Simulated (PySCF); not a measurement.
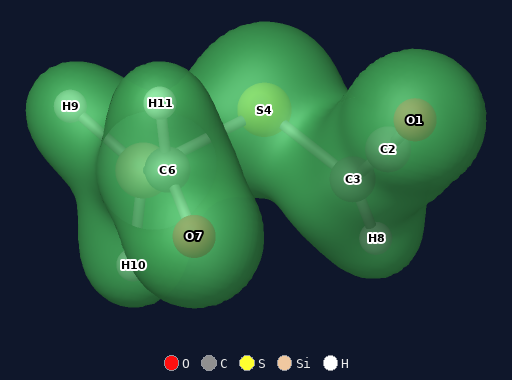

*C3H4O2SSi (SMILES O=C=CS[SiH2]C=O). Isosurface of the electron density at 0.2 e/Å³ (green), seen from one side.*

Geometry: GFN2-xTB.

Theory: B3LYP/def2-SVPD, SCF density, gas phase (PySCF 2.14.0).

```yaml
atoms:
  - { symbol: O, position_ang: [1.5792, 2.1501, -1.1834] }
  - { symbol: C, position_ang: [1.7171, 1.1033, -0.7036] }
  - { symbol: C, position_ang: [1.7883, -0.0843, -0.1938] }
  - { symbol: S, position_ang: [0.7406, -1.3403, -0.9275] }
  - { symbol: Si, position_ang: [-1.0138, -1.1652, 0.3205] }
  - { symbol: C, position_ang: [-1.4600, 0.7010, 0.2739] }
  - { symbol: O, position_ang: [-1.1591, 1.4646, 1.1543] }
  - { symbol: H, position_ang: [2.4791, -0.3966, 0.5630] }
  - { symbol: H, position_ang: [-2.0102, -1.9588, -0.3765] }
  - { symbol: H, position_ang: [-0.6883, -1.5594, 1.6827] }
  - { symbol: H, position_ang: [-1.9676, 1.0883, -0.6355] }
```

**Which contacts does the surface bridge?**

At this value the surface is in one piece. It bridges the sampled C–O (1.16 Å), C–C (1.29 Å), C–S (1.79 Å) and C–Si (1.92 Å) contacts, where the density stays above the isovalue. On the grid the lowest density along these lines, outside the cores, is 3.2 e/Å³ (C–O, 1.16 Å), 2.3 e/Å³ (C–C, 1.29 Å), 1.2 e/Å³ (C–S, 1.79 Å) and 0.76 e/Å³ (C–Si, 1.92 Å).
